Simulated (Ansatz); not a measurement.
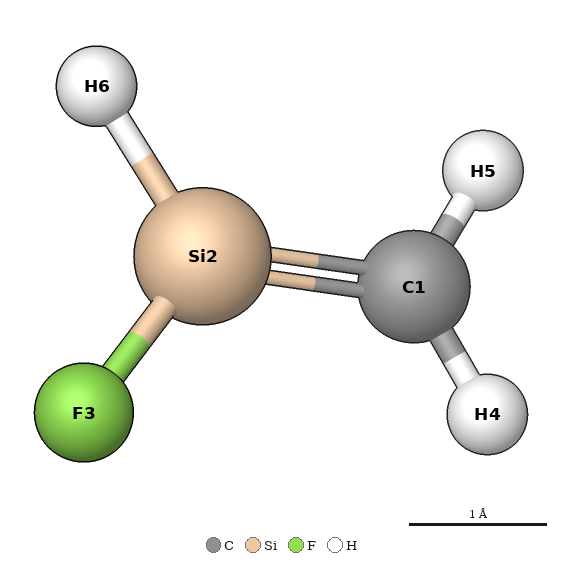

Numbered structure. The computed structure is the end point of a PBE0-D4/def2-TZVP optimisation. No frequency run is at hand to confirm it as a minimum.

Give the bond lengths.

```tsv
bond	length (Å)	order
C1–Si2	1.683	double
C1–H4	1.082	single
C1–H5	1.084	single
Si2–F3	1.589	single
Si2–H6	1.471	single
```
